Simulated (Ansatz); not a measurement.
# BF3GeHN (SMILES [F]/[Ge-]=[NH+]/B(F)F): what the fields show

```json
{"atom": "B", "x (Å)": "-0.1321", "y (Å)": "0.2029", "z (Å)": "0.4042"}
{"atom": "F", "x (Å)": "-2.9344", "y (Å)": "-1.7295", "z (Å)": "2.5468"}
{"atom": "F", "x (Å)": "-0.2093", "y (Å)": "-0.0769", "z (Å)": "-0.8925"}
{"atom": "F", "x (Å)": "0.8162", "y (Å)": "1.0426", "z (Å)": "0.7918"}
{"atom": "Ge", "x (Å)": "-2.3981", "y (Å)": "-1.5705", "z (Å)": "0.8752"}
{"atom": "N", "x (Å)": "-1.0394", "y (Å)": "-0.3869", "z (Å)": "1.3127"}
{"atom": "H", "x (Å)": "-0.9445", "y (Å)": "-0.1447", "z (Å)": "2.2974"}
```

Geometry: PBE0-D3(BJ)/def2-SVP.

Method: Ansatz, isolated molecule in a Gaussian basis; Kohn-Sham density functional theory, functional PBE0.

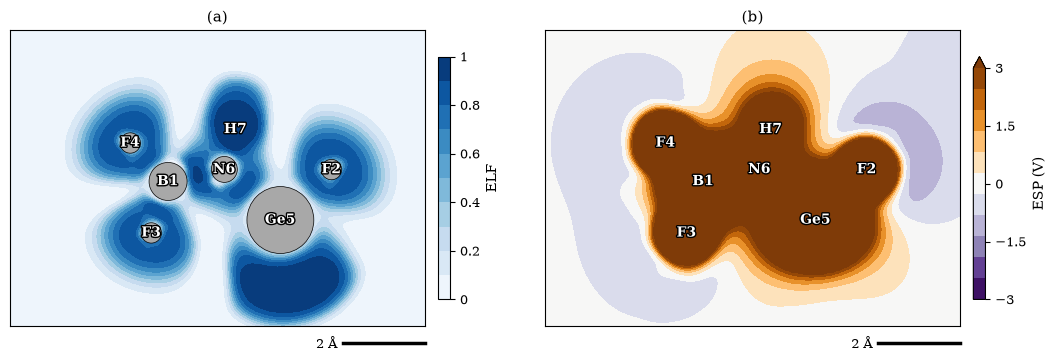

Figure 1. (a) electron localisation function; (b) electrostatic potential on the molecular plane. Grey discs cover the atomic cores in the ELF map.

**Describe what can be read from this map.**

- The plane passes through B, F, Ge, N and H nuclei.
- B–F (1.32 Å): the ELF peaks at about 0.85 between the atoms, as expected for a shared but strongly polarised pair.
- B–N (1.41 Å): the ELF peaks at about 0.95 between the atoms: a short, strongly polar bond.
- Ge–F (1.76 Å): the ELF peaks at about 0.85 in the valence shell of F, 0.5 Å from its nucleus, and is about 0.25 at the midpoint.
- Ge–N (1.85 Å): the ELF peaks at about 0.90 in the valence shell of N, 0.6 Å from its nucleus, and is about 0.45 at the midpoint.
- N–H (1.02 Å): the ELF climbs to about 1 towards the hydrogen, as it does in any bond to H: a covalent bond by its length.
- The ELF also peaks beside F3, F2 and F4, away from the bonds: lone-pair regions.
- Outside the dense part of the molecule the potential is most negative (−1.2 V) near F2.

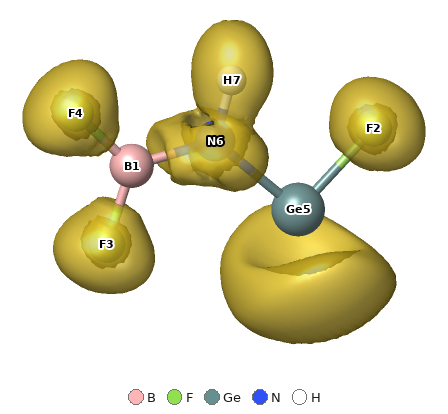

Figure 2. Isosurface of the electron localisation function at 0.75 (yellow), seen at a tilt. Only the valence region is drawn (cores and ρ < 0.01 e/Å³ removed).

**Describe the localisation domains.**

The ELF exceeds this value in two regions on F in which the atom's valence shell and bonds are merged, one lobe on Ge, pointing away from the bonds (lone pairs), one region wrapped around F (its valence shell) and one joined region spread over several atoms (H, N), in which their bonds and any lone pairs are merged.

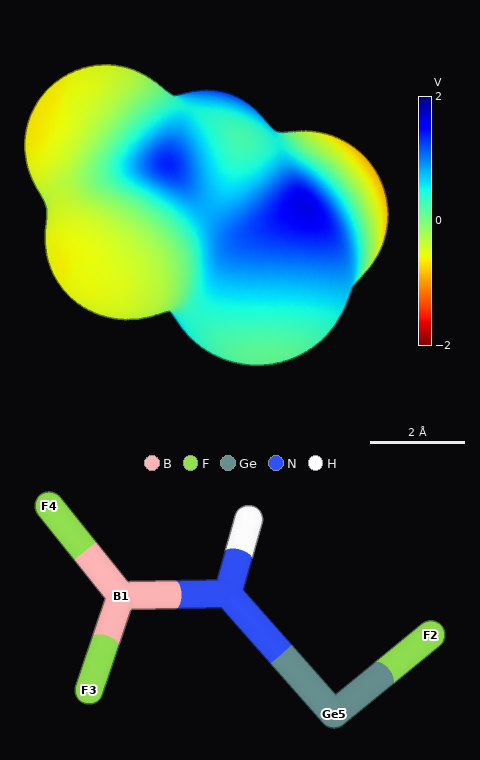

Figure 3. The electrostatic potential painted on the density surface at 0.001 e/bohr³, seen at a tilt; the colour scale runs from red (negative) to blue (positive). The bare structure is drawn below in the same view.

**Describe the electrostatic potential map.**

The most negative region (about −1.0 V) lies over F2, the most positive (about +1.6 V) over Ge5 and H7.
